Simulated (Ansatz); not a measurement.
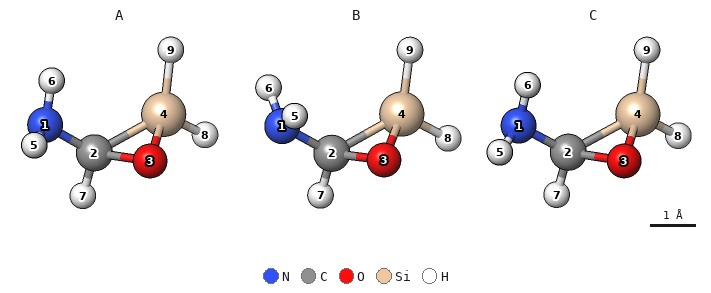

3 geometries from a converged minimum-energy path of CH₅NOSi, shuffled. Style: ball-and-stick. Shown at a tilt.

Method: Ansatz, RKS PBE/def2-SVP. Settings: 7 movable images; climbing image; force threshold 0.05 eV/Å; iteration limit 60; starting path by image-dependent pair potential.

**Which frame is the transition state?**

B. In order along the path, whose images run from 0 to 8: C (image 0, 0.00 kcal/mol), A (image 1, +0.67 kcal/mol), B (image 4, +4.97 kcal/mol). The motion is a rotation about the N1–C2 bond by about 130°. No bond forms or breaks between the ends. Among the angles between lasting bonds that change up to the highest image: N1–C2–O3 118.6° → 114.0°, C2–N1–H5 112.1° → 108.4°.
